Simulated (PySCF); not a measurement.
## A study: Cl₄MoO, SMILES `O=[Mo](Cl)(Cl)(Cl)Cl`

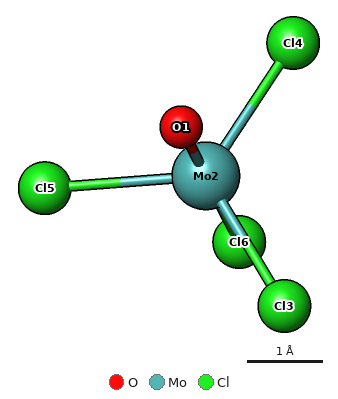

The molecule, with its atoms numbered as below. No frequency check shows the geometry to be a minimum.

Cartesian coordinates (Å):

```
O1      -0.0036   -0.0000    1.8847
Mo2     -0.0005   -0.0000    0.2553
Cl3      1.2828   -1.8334    0.1486
Cl4      0.9462    2.0278    0.1481
Cl5     -2.2294   -0.1943    0.1438
Cl6      0.0034   -0.0001   -1.9582
```

Part 1: Bonding charge

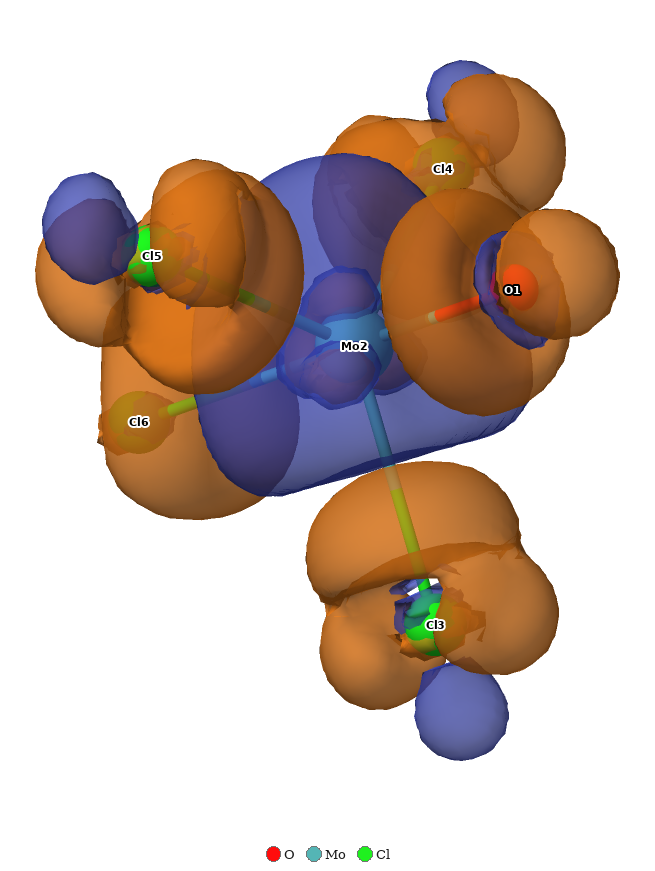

Deformation density (molecule less spherical, spin-averaged free atoms at the same positions), surfaces at ±0.04 e/Å³; orange: gain, blue: loss.

Method: ωB97X/def2-TZVP; geometry: GFN2-xTB; program: PySCF. Core potentials replace the inner electrons of Mo; spin–orbit coupling isn't included. This is a single-reference result, which may miss multireference character in this system.

Describe the bonding that the map shows.

Answer. O1–Mo2: +0.20 e/Å³ at the bond critical point (bond length 1.63 Å, Mayer order 2.1). Mo2–Cl5, Mo2–Cl3 and Mo2–Cl4: +0.14 e/Å³ at the bond critical point (bond length 2.24 Å, Mayer order 1.1). Mo2–Cl6: +0.07 e/Å³ at the bond critical point (bond length 2.21 Å, Mayer order 1.1); up to 0.6 Å beside the axis the gain reaches +0.24 e/Å³. In all, 1.5 electrons gather in the regions of gain relative to the promolecule. A small or negative value marks a very polar bond, one between electron-rich atoms, whose free-atom densities already overlap strongly, a long bond to a heavier atom, or a closed-shell contact such as a hydrogen bond.

Where do the Hirshfeld charges lie?

Answer. The highest Hirshfeld charge is on Mo2 (+0.79 e), the lowest on O1 (−0.24 e).

Part 2: Local ionisation energy

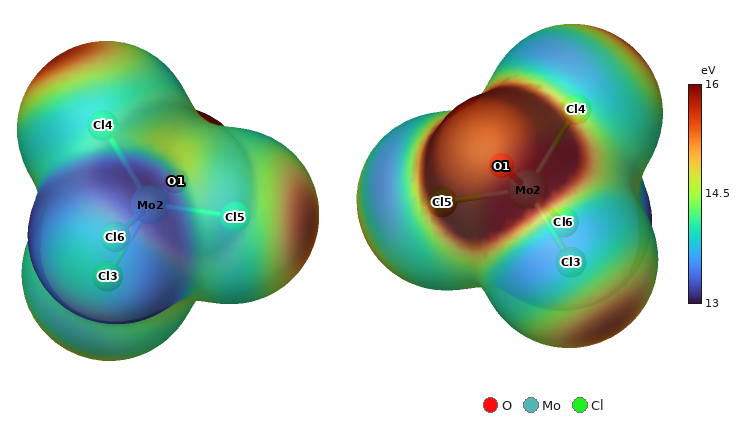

Average local ionisation energy on the surface of electron density 0.001 a.u. (back view left, front view right).

Locate the minima of the map.

Answer. The lowest value is 13.2 eV, 2.1 Å from Cl6, and at like points elsewhere. Further minima include 13.6 eV, 2.1 Å from Cl4, and at like points elsewhere. For comparison, the highest occupied orbital lies at −11.4 eV.

What volume does the surface enclose, and what is the dipole moment?

Answer. About 158 Å³; the dipole moment is 0.6 D.

Part 3: In an electric field

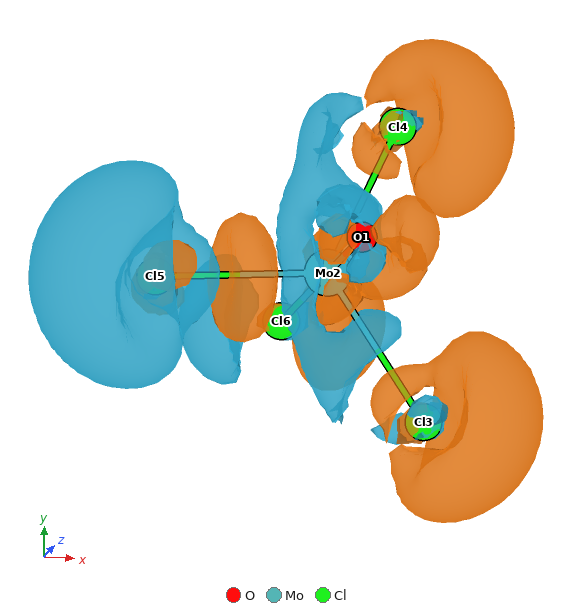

Change of the electron density in a uniform field of 0.26 V/Å, surfaces at ±0.002 e/Å³ (light blue: gain, orange: loss).

Computed with PySCF, TPSS/def2-TZVP, geometry: GFN2-xTB. Core potentials replace the inner electrons of Mo; spin–orbit coupling isn't included. This is a single-reference result, which may miss multireference character in this system. A basis without diffuse functions makes polarisabilities too small.

The field was applied in both directions; the picture shows the one opposite to the script's first.

Along which Cartesian direction does the field point?

Answer. Along +x: electrons gather on the −x side, against the field.

What dipole is induced, and what polarisability does it imply?

Answer. The induced dipole is 1.29 D (along the field); α along this axis, from the fields in both directions, is 102 bohr³ (15.0 Å³).

Part 4: Localised orbitals

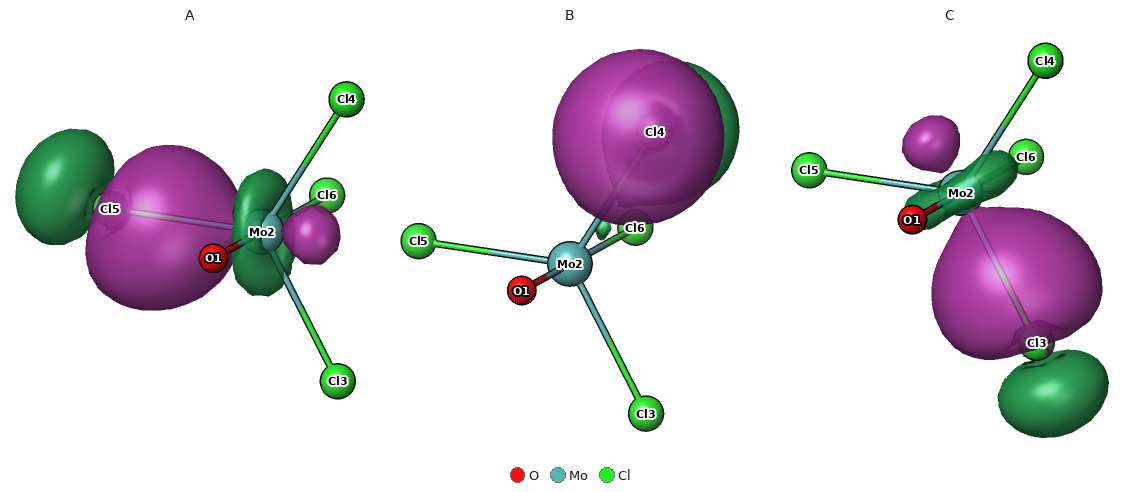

Pipek–Mezey orbitals, occupied; each surface holds about 85 % of the orbital's density. Energies are diagonal elements of the Fock matrix.

PySCF calculation, BP86/def2-TZVP, gas phase; geometry: GFN2-xTB. Core potentials replace the inner electrons of Mo; spin–orbit coupling isn't included. This is a single-reference result, which may miss multireference character in this system.

What does each orbital represent in a Lewis picture?

Answer. By panel:
- A: pair mostly on Cl5, shared in part with Mo2 (Cl5 84 %, Mo2 14 %; −13.6 eV)
- B: lone pair on Cl4 (sp11.5-type) (Cl4 98 %; −10.0 eV)
- C: σ bond Cl3–Mo2 (Cl3 76 %, Mo2 23 %; −14.2 eV)

The PySCF runs shown took 28 s, 2.5 min and 40 s on 1 thread of Intel(R) Xeon(R) Platinum 8488C (Sapphire Rapids) (shared host).
